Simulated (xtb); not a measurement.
Geometry relaxation, with input and output: CH8B2Si (part 1 of 2)

- system: CH8B2Si, SMILES BC(B)[SiH3]
- method: GFN0-xTB (xtb 6.7.1)

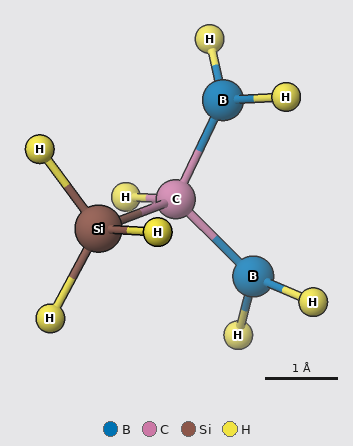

Figure 1. The input geometry (ball-and-stick view, seen at a tilt). Bond lengths as drawn: B–C 1.53 to 1.55 Å, B–H 1.03 to 1.28 Å, C–H 1.11 Å, C–Si 1.88 Å and H–Si 1.39 to 1.52 Å.

Input file (mol.xyz)
```
12
CH8B2Si
B     -1.08293000     1.18288000    -0.13319000
C     -0.51486000    -0.20920000     0.16899000
B      0.12528000    -0.22771000     1.57983000
Si     0.82473000    -0.63055000    -1.07596000
H     -2.21900000     1.18314000    -0.68434000
H     -0.42858000     2.24964000    -0.21800000
H     -1.27575000    -1.00269000     0.05535000
H     -0.11824000    -0.90067000     2.32521000
H      0.97032000     0.70604000     1.83315000
H      1.96726000     0.37090000    -1.01117000
H      0.26642000    -0.67234000    -2.39676000
H      1.42640000    -1.80255000    -0.62689000
```

File .CHRG
```
0
```

File .UHF
```
0
```

Hardware: 1 thread of Intel Xeon @ 2.50GHz (Skylake/Cascade Lake), 189 GiB of memory available, shared host.

Command:
```bash
xtb mol.xyz --gfn 0 --opt sloppy > mol.out
```

The program's output
```
* xtb version 6.7.1
   ID    Z sym.   atoms
    1    5 B      1, 3
    2    6 C      2
    3   14 Si     4
    4    1 H      5-12

           -------------------------------------------------
          |                Calculation Setup                |
           -------------------------------------------------

          program call               : xtb mol.xyz --gfn 0 --opt sloppy
          coordinate file            : mol.xyz
          omp threads                :                     1

           -------------------------------------------------
          |                 G F N 0 - x T B                 |
           -------------------------------------------------

      * Hamiltonian:
        H0-scaling (s, p, d)           2.000000    2.486800    2.270000
        zeta-weighting                 1.000000
      * Dispersion:
        s8                             2.850000
        a1                             0.800000
        a2                             4.600000
        s9                             0.000000
      * Repulsion:
        kExp                           1.500000
        rExp                           1.000000
      * Coulomb:
        alpha                          0.000000
        third order                    atomic
        anisotropic                    false
      * Polar bond correction:
        rad-shift                      0.053700
        strength                      -0.012900
        en-exp                         3.484700
        en-scale                       0.509700

          ...................................................
          :                      SETUP                      :
          :.................................................:
          :  # basis functions                  38          :
          :  # atomic orbitals                  37          :
          :  # shells                           25          :
          :  # electrons                        22          :
          :  electronic temp.          300.0000000     K    :
          :  accuracy                    1.0000000          :
          :  -> integral cutoff          0.2500000E+02      :
          :  -> integral neglect         0.1000000E-07      :
          ...................................................
  Checking positiv definite overlap ...  done.

         #    Occupation            Energy/Eh            Energy/eV
      -------------------------------------------------------------
         1        2.0000           -0.6300296             -17.1440
       ...           ...                  ...                  ...
         5        2.0000           -0.5069990             -13.7961
         6        2.0000           -0.4828693             -13.1395
         7        2.0000           -0.4767669             -12.9735
         8        2.0000           -0.4704954             -12.8028
         9        2.0000           -0.4675173             -12.7218
        10        2.0000           -0.4452373             -12.1155
        11        2.0000           -0.4421997             -12.0329 (HOMO)
        12                         -0.2633495              -7.1661 (LUMO)
        13                         -0.2518884              -6.8542
        14                         -0.2262214              -6.1558
        15                         -0.1984825              -5.4010
        16                         -0.1967095              -5.3527
       ...                                ...                  ...
        37                          1.0156364              27.6369
      -------------------------------------------------------------
                  HL-Gap            0.1788502 Eh            4.8668 eV
             Fermi-level            0.0000000 Eh            0.0000 eV

 EHT (total)                   0 d,  0 h,  0 min,  0.016 sec
 EHT setup                      ...        0 min,  0.001 sec (  8.044%)
 Coordination number            ...        0 min,  0.000 sec (  0.426%)
 EEQ model density              ...        0 min,  0.000 sec (  0.590%)
 D4 Dispersion                  ...        0 min,  0.000 sec (  1.638%)
 Integral evaluation            ...        0 min,  0.004 sec ( 27.014%)
 Cholesky factorization         ...        0 min,  0.000 sec (  0.745%)
 Zeroth order Hamiltonian       ...        0 min,  0.001 sec (  4.078%)
 Gradient calculation           ...        0 min,  0.009 sec ( 56.003%)

         :::::::::::::::::::::::::::::::::::::::::::::::::::::
         ::                     SUMMARY                     ::
         :::::::::::::::::::::::::::::::::::::::::::::::::::::
         :: total energy             -11.046194910094 Eh    ::
         :: gradient norm              0.157841619739 Eh/a0 ::
         :: HOMO-LUMO gap              4.866762708629 eV    ::
         ::.................................................::
         :: H0 energy                -11.141203073273 Eh    ::
         :: repulsion energy           0.164143440828 Eh    ::
         :: electrostat energy        -0.042078186654 Eh    ::
         :: -> Gsolv                   0.000000000000 Eh    ::
         ::    -> Gsasa                0.000000000000 Eh    ::
         ::    -> Gshift               0.000000000000 Eh    ::
         :: dispersion energy         -0.002860749543 Eh    ::
         :: short-range corr.         -0.024196341452 Eh    ::
         :: add. restraining           0.000000000000 Eh    ::
         :: total charge              -0.000000000000 e     ::
         :::::::::::::::::::::::::::::::::::::::::::::::::::::

      -----------------------------------------------------------
     |                   =====================                   |
     |                        A N C O P T                        |
     |                   =====================                   |
     |               Approximate Normal Coordinate               |
     |                Rational Function Optimizer                |
      -----------------------------------------------------------
      -----------------------------------------------------------
     |                   =====================                   |
     |                        A N C O P T                        |
     |                   =====================                   |
     |               Approximate Normal Coordinate               |
     |                Rational Function Optimizer                |
      -----------------------------------------------------------

          ...................................................
          :                      SETUP                      :
          :.................................................:
          :   optimization level            sloppy          :
          :   max. optcycles                   200          :
          :   ANC micro-cycles                  20          :
          :   degrees of freedom                30          :
          :.................................................:
          :   RF solver                   davidson          :
          :   write xtbopt.log                true          :
          :   linear?                        false          :
          :   energy convergence         0.1000000E-03 Eh   :
          :   grad. convergence          0.6000000E-02 Eh/α :
          :   maxmium RF displ.          1.0000000          :
          :   Hlow (freq-cutoff)         0.1000000E-01      :
          :   Hmax (freq-cutoff)         5.0000000          :
          :   S6 in model hess.         20.0000000          :
          ...................................................

generating ANC from exact Hessian ...
Using Lindh-Hessian (1995)
 Shifting diagonal of input Hessian by    8.3684975397409714E-003
 Lowest  eigenvalues of input Hessian
    0.000000    0.000000    0.000000    0.000000    0.000000    0.000000
    0.010000    0.010935    0.011167    0.012019    0.014759    0.015574
    0.023809    0.026116    0.030663    0.034611    0.036715    0.042749
 Highest eigenvalues
    0.649526    0.781206    0.839516    0.964607    1.075313    1.249096

........................................................................
.............................. CYCLE    1 ..............................
........................................................................
     Diagonalization            ...        0 min,  0.001 sec
 * total energy  :   -11.0461949 Eh     change        0.0000000E+00 Eh
   gradient norm :     0.1578413 Eh/α   predicted     0.0000000E+00 (   0.00%)
   displ. norm   :     0.3486735 α      lambda       -0.3175687E-01
   maximum displ.:     0.2022841 α      in ANC's #10, #17, #30, ...

........................................................................
.............................. CYCLE    2 ..............................
........................................................................
     Diagonalization            ...        0 min,  0.001 sec
 * total energy  :   -11.0657928 Eh     change       -0.1959787E-01 Eh
   gradient norm :     0.0537358 Eh/α   predicted    -0.1780883E-01 (  -9.13%)
   displ. norm   :     0.2950012 α      lambda       -0.9144720E-02
   maximum displ.:     0.1483150 α      in ANC's #2, #12, #23, ...

........................................................................
.............................. CYCLE    3 ..............................
........................................................................
     Diagonalization            ...        0 min,  0.001 sec
 * total energy  :   -11.0696383 Eh     change       -0.3845521E-02 Eh
   gradient norm :     0.0124896 Eh/α   predicted    -0.4970272E-02 (  29.25%)
   displ. norm   :     0.2712516 α      lambda       -0.2278345E-02
   maximum displ.:     0.1684634 α      in ANC's #4, #2, #6, ...

........................................................................
.............................. CYCLE    4 ..............................
........................................................................
     Diagonalization            ...        0 min,  0.001 sec
 * total energy  :   -11.0705284 Eh     change       -0.8901488E-03 Eh
   gradient norm :     0.0083860 Eh/α   predicted    -0.1222988E-02 (  37.39%)
   displ. norm   :     0.0758770 α      lambda       -0.3960182E-03
   maximum displ.:     0.0337068 α      in ANC's #16, #2, #5, ...

........................................................................
.............................. CYCLE    5 ..............................
........................................................................
     Diagonalization            ...        0 min,  0.001 sec
 * total energy  :   -11.0707779 Eh     change       -0.2494614E-03 Eh
   gradient norm :     0.0023849 Eh/α   predicted    -0.1991514E-03 ( -20.17%)
   displ. norm   :     0.1161956 α      lambda       -0.1386509E-03
   maximum displ.:     0.0801135 α      in ANC's #2, #5, #4, ...

........................................................................
.............................. CYCLE    6 ..............................
........................................................................
     Diagonalization            ...        0 min,  0.001 sec
 * total energy  :   -11.0708632 Eh     change       -0.8529570E-04 Eh
   gradient norm :     0.0022528 Eh/α   predicted    -0.7026228E-04 ( -17.63%)
   displ. norm   :     0.0795031 α      lambda       -0.5341390E-04
   maximum displ.:     0.0510576 α      in ANC's #5, #2, #4, ...

   *** GEOMETRY OPTIMIZATION CONVERGED AFTER 6 ITERATIONS ***

------------------------------------------------------------------------
 total energy gain   :        -0.0246683 Eh      -15.4796 kcal/mol
 total RMSD          :         0.2135559 a0        0.1130 Å
 total power (kW/mol):       -10.7944331 (step) -757.3310 (real)
------------------------------------------------------------------------

 ANCopt (total)                0 d,  0 h,  0 min,  0.086 sec
 optimizer setup                ...        0 min,  0.000 sec (  0.142%)
 model hessian                  ...        0 min,  0.006 sec (  6.436%)
 ANC generation                 ...        0 min,  0.001 sec (  0.607%)
 coordinate transformation      ...        0 min,  0.000 sec (  0.106%)
 single point calculation       ...        0 min,  0.074 sec ( 86.611%)
 optimization log               ...        0 min,  0.001 sec (  0.987%)
 hessian update                 ...        0 min,  0.000 sec (  0.100%)
 rational function              ...        0 min,  0.004 sec (  4.450%)

================
 final structure:
================
12
 xtb: 6.7.1
B           -1.10340659576720        1.19580113088607       -0.19417395593312
C           -0.46484464425783       -0.18221520244872        0.14501205427968
B            0.11293081014596       -0.09914393787537        1.58922747702490
Si           0.89398168961458       -0.65673365862198       -1.11126260222138
H           -2.20966565288094        1.26062364260149       -0.59332313866349
H           -0.46443166365460        2.18092300112860       -0.08285129169199
H           -1.19686735128394       -0.98772839600468        0.06058125636172
H           -0.16395421472365       -0.91600507296867        2.39011956227329
H            0.84925892031178        0.77963932142052        1.87337234962703
H            1.93647149265047        0.35871116840524       -1.08349857079474
H            0.30541974352763       -0.73621888508311       -2.43943714951080
H            1.44615746631770       -1.95076311143935       -0.73754599075109

 Bond Distances (Angstroems)
 ---------------------------
B1-C2=1.5562         B1-H5=1.1779         B1-H6=1.1795         C2-B1=1.5562         C2-B3=1.5577         C2-Si4=1.9104
C2-H7=1.0917         B3-C2=1.5577         B3-H8=1.1770         B3-H9=1.1812         Si4-C2=1.9104        Si4-H10=1.4556
Si4-H11=1.4549       Si4-H12=1.4557       H5-B1=1.1779         H6-B1=1.1795         H7-C2=1.0917         H8-B3=1.1770
H9-B3=1.1812         H10-Si4=1.4556       H11-Si4=1.4549       H12-Si4=1.4557
 B  H  Rav=1.1789 sigma=0.0016  Rmin=1.1770  Rmax=1.1812     4
 C  H  Rav=1.0917 sigma=0.0000  Rmin=1.0917  Rmax=1.0917     1
 C  B  Rav=1.5570 sigma=0.0008  Rmin=1.5562  Rmax=1.5577     2
 Si H  Rav=1.4554 sigma=0.0003  Rmin=1.4549  Rmax=1.4557     3
 Si C  Rav=1.9104 sigma=0.0000  Rmin=1.9104  Rmax=1.9104     1

 selected bond angles (degree)
```
